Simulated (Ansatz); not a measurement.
# H$_{2}$NSi$_{2}$ (SMILES N1[Si]=[SiH]1) (doublet): what the fields show

```tsv
atom	x (Å)	y (Å)	z (Å)
N	0.2432	-0.3254	0.4233
Si	-0.2982	-0.0166	2.0294
Si	-0.0836	1.4200	0.1562
H	0.5136	-1.1493	-0.1135
H	-1.1167	1.4985	-0.9567
```

Geometry: r2SCAN-D4/def2-SVP.

These are results of isolated molecule in a Gaussian basis; Kohn-Sham density functional theory, functional PBE0 in Ansatz 0.2.0, not measurements.

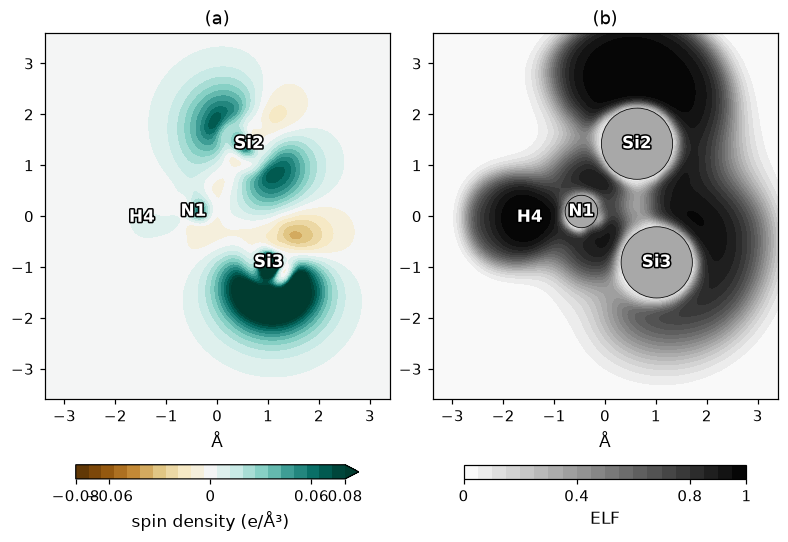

Figure 1. (a) spin density; (b) ELF on the plane of atoms Si2, N1 and H4. Grey discs cover the atomic cores in the ELF map.

What do the fields say about this system?

Answer.
- Atoms in the plane: N, Si and H.
- Si–N (1.72 Å): the ELF peaks at about 0.90 between the atoms: a polar covalent bond.
- Si–Si (2.37 Å): the ELF reaches about 0.50 near the midpoint.
- N–H (1.02 Å): the ELF climbs to about 1 towards the hydrogen, as it does in any bond to H (a covalent bond by its length).
- Si–N (1.80 Å): the ELF peaks at about 0.90 between the atoms; a shared but strongly polarised pair.
- The ELF also peaks beside Si2, away from the bonds: non-bonding electrons, paired or unpaired.
- The unpaired spin (1 electron) lies mostly on Si3 (about 0.6), Si2 (about 0.2), N1 (about 0.1) and H5 (about 0.1), in electrons by Hirshfeld's partition.

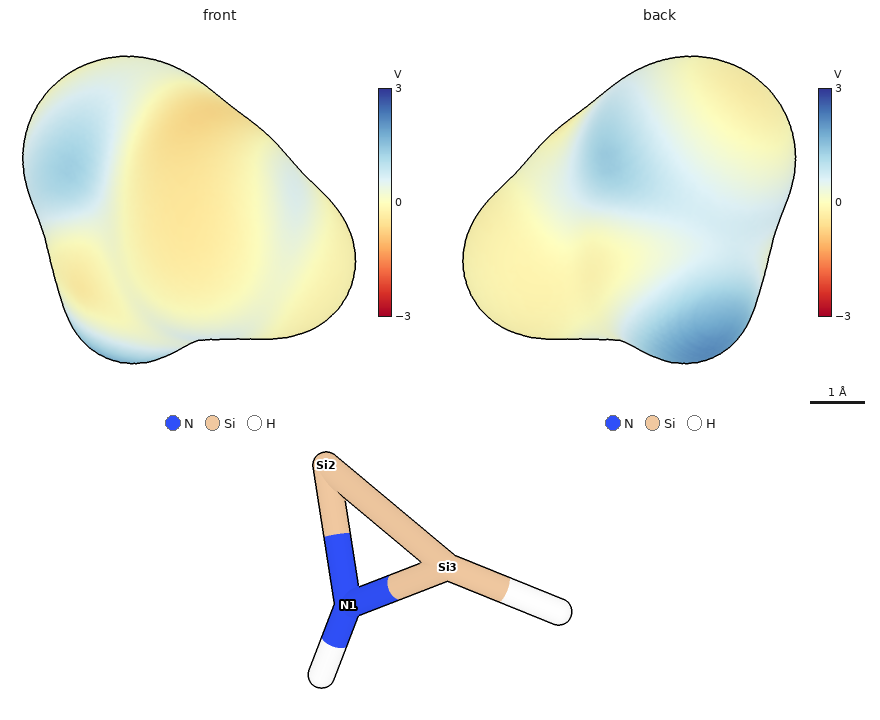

Figure 2. The electrostatic potential painted on the density surface at 0.002 e/bohr³, seen from the front and from behind; the colour scale runs from red (negative) to blue (positive). The bare structure is drawn below in the same view.

Describe the electrostatic potential map.

Answer. The most negative region (about −0.6 V, or −14 kcal/mol for a unit charge) lies over Si2, the most positive (about +2.1 V, or +48 kcal/mol for a unit charge) over H4.

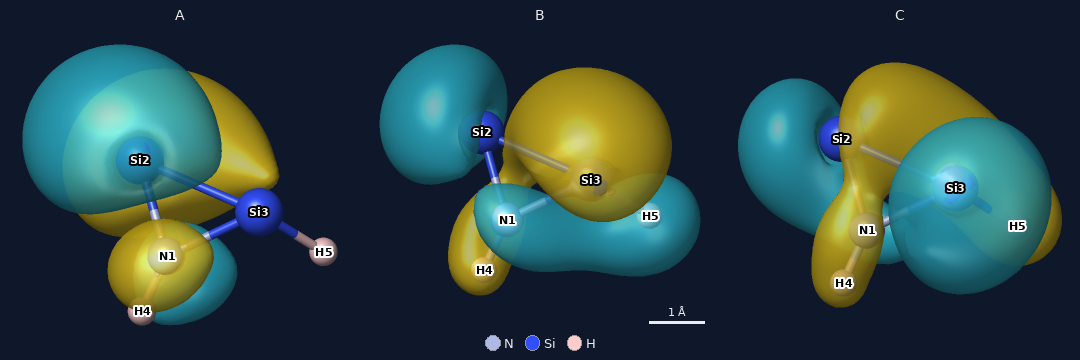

Figure 3. Three frontier orbitals at ±0.08 Å⁻³ᐟ² (yellow and cyan are the two phases), in no order.

Which picture is the HOMO−1, the HOMO and the LUMO? All are α orbitals.

Answer. B is the HOMO−1 (α) (−6.72 eV). By Hirshfeld shares it lies mainly on Si3 (about 45 %), Si2 (about 30 %), N1 (about 15 %) and H5 (about 10 %). C is the HOMO (α) (−5.50 eV). Its weight (Hirshfeld) is mainly on Si3 (about 55 %), Si2 (about 30 %) and N1 (about 10 %). A is the LUMO (α) (−2.13 eV). It lies mainly on Si2 (about 75 %) and N1 (about 15 %).

What is the gap between the highest occupied and lowest empty α orbitals?

Answer. 3.37 eV between the orbital energies.
